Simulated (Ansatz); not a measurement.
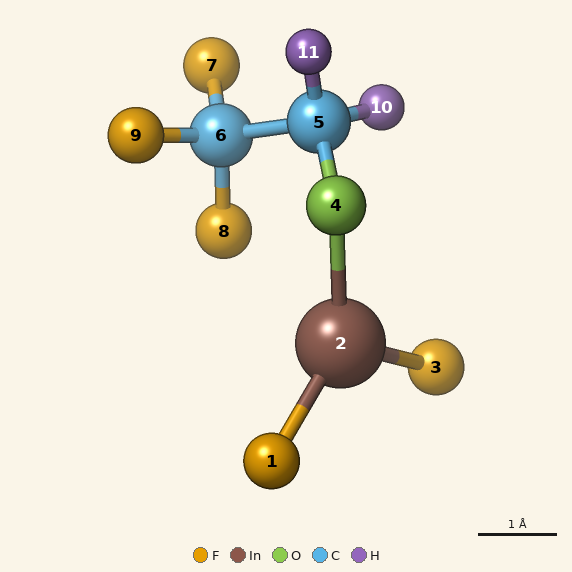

Orthographic view. Atoms fade into the background with distance from the viewer. The geometry was computed by an optimisation with PBE0-D4/def2-TZVP.

Give the geometry as a Z-matrix, atoms in numerical order, with these reference atoms: 2 to 1; 3 to 2, 1; 4 to 2, 1, 3; 5 to 4, 2, 1; 6 to 5, 4, 2; 7 to 6, 5, 4; 8 to 6, 7, 5; 9 to 6, 7, 8; 10 to 5, 4, 2; 11 to 5, 10, 4.

```
F  
In   1   1.922
F    2   1.931   1   117.6
O    2   1.987   1   121.9   3  -168.5
C    4   1.387   2   116.4   1  -136.0
C    5   1.516   4   111.4   2    55.0
F    6   1.323   5   112.7   4  -169.4
F    6   1.384   7   106.6   5  -119.6
F    6   1.325   7   108.9   8  -113.6
H    5   1.099   4   113.8   2   -65.7
H    5   1.096  10   108.1   4   122.0
```
